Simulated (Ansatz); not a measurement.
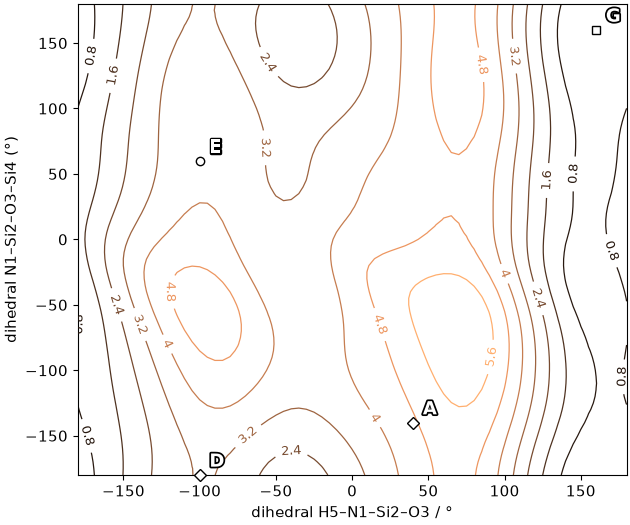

H6NOSi2, SMILES N[SiH]O[SiH3], spin multiplicity 2. The first coordinate is: dihedral H5–N1–Si2–O3; the second: dihedral N1–Si2–O3–Si4. Nothing is relaxed (all other coordinates rigid). The grid has 18 × 18 points. Points are written as (first, second). Energies are in kcal/mol, from the relaxed molecule at the same level. The calculation used UKS PBE-D4/def2-SVP in Ansatz.

Drawn: contour lines labelled in kcal/mol, lettered points. Between grid points the surface is interpolated.

Q: Rank the lettered points by energy, lowest first.

A: G (0.00 kcal/mol), D (3.24 kcal/mol), E (3.86 kcal/mol), A (4.70 kcal/mol).

Q: What kind of point is each of A, D, E, G: minimum, saddle, maximum or slope?

A: A: on a slope; D: saddle point; E: saddle point; G: minimum. (In these two coordinates alone; a stationary point may lie a little off the grid point.)
